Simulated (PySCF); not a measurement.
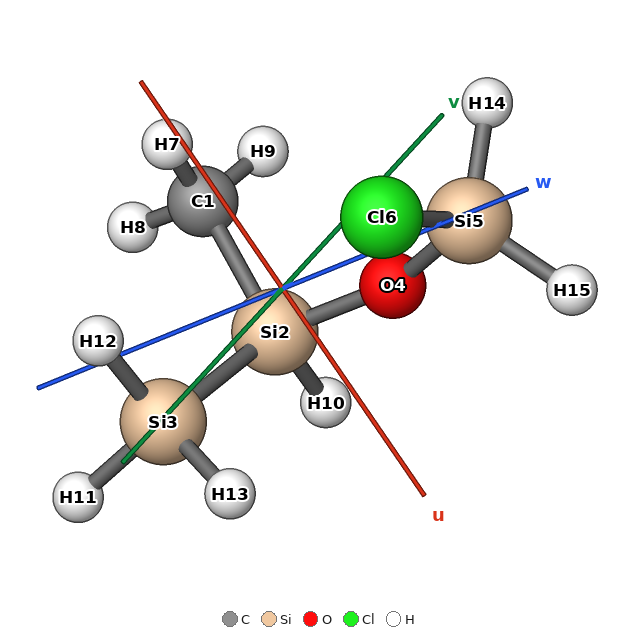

The lines u, v and w are the principal axes of the static dipole polarisability. The geometry was computed by an optimisation with GFN2-xTB. No frequency run is at hand to confirm it as a minimum. Level of theory: B3LYP/def2-SVPD (PySCF 2.14.0).

Along which axis is the molecule most polarisable, and along which least?

Answer. Most along v (nearly parallel to the Si2–Si3 bond), least along u.

Give the three principal values.

Answer. u 97.5, v 116.9, w 110.4 bohr³; mean 108.2, anisotropy 17.0 bohr³.

The geometry is semi-empirical. Around Si such bond lengths and angles can be off by a tenth of an ångström or more and by several degrees, and values that hang on the shape move with them.
